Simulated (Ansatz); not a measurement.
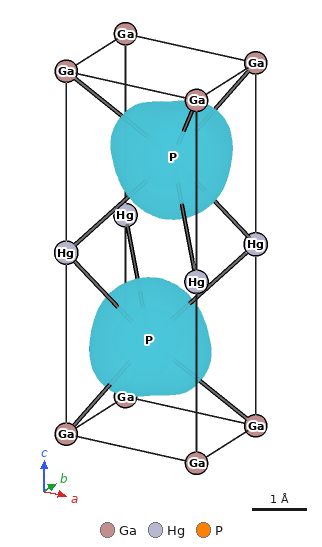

Figure. GaHgP2. Isosurface of the electron localisation function at 0.7 (cyan), seen slightly off an axis. Core shells and regions of very low density are left out. Sticks mark near contacts.

Space group P-3m1; a structure generated by program, which may or may not match a known phase; computed without spin polarisation.

Method: DFT PBE, scalar-relativistic, plane waves, PAW (Ansatz).

Core electrons are frozen (PAW), and the valence fields are smoothed inside the atomic spheres.

**Where are the electrons localised?**

The ELF exceeds this value in two regions wrapped around P (the valence shell of each), counted in one cell of 4 atoms. Regions shared between cells count once.

Values along the shortest contacts:
Ga–P (2.56 Å): the ELF peaks at about 0.85 in the valence shell of P, 0.8 Å from its nucleus, and is about 0.65 at the midpoint. Hg–P (2.84 Å): the ELF peaks at about 0.85 in the valence shell of P, 0.8 Å from its nucleus, and drops to about 0.25 between the two atoms.
